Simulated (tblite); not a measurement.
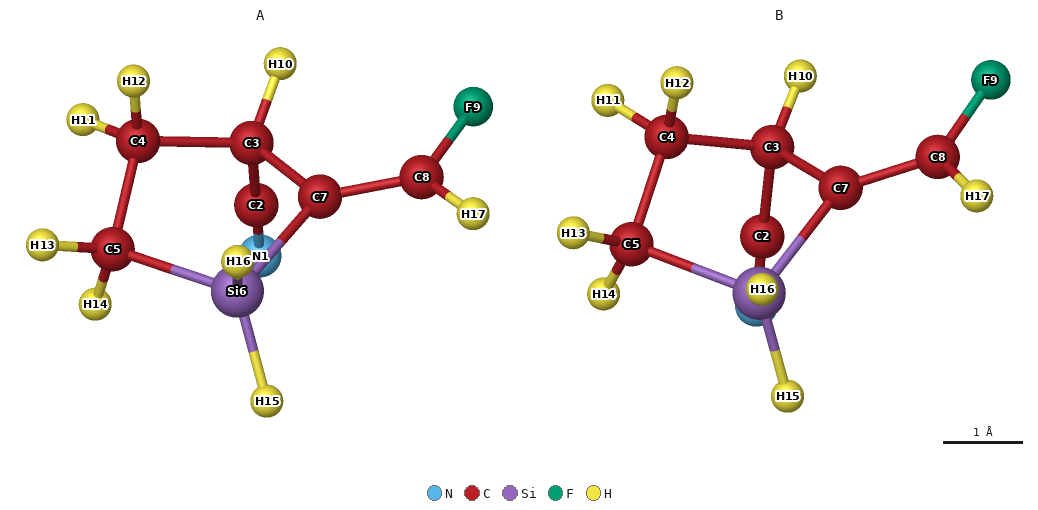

Two geometries of C6H8FNSi, drawn at one scale. One is the start of a relaxation, the other its converged end. The picture is a ball-and-stick view, seen from a free direction.

Level of theory: GFN2-xTB geometry optimisation, gas phase in tblite. 

Which one is relaxed?

Answer. Structure A is the relaxed one. The energy falls by 42.9 kJ/mol in 95 geometry steps. The atom that moves furthest after the best rigid fit is N1 (0.77 Å). By element the largest moves are N 0.77 Å, H 0.63 Å, F 0.47 Å, C 0.46 Å, Si 0.25 Å. Among the contacts that change: Si6–H16 1.430 → 1.465 Å, C2–C3 1.478 → 1.445 Å, C4–H11 1.122 → 1.092 Å, C4–C5 1.506 → 1.531 Å. Among the angles between lasting bonds that change: H13–C5–H14 114.0° → 106.9°, C7–C8–H17 118.6° → 125.3°, C4–C3–C7 101.9° → 107.9°. Groups turn about C3–C7 by about 20°. The run took 1.2 s on 1 thread of Arm Neoverse N1 (shared host).
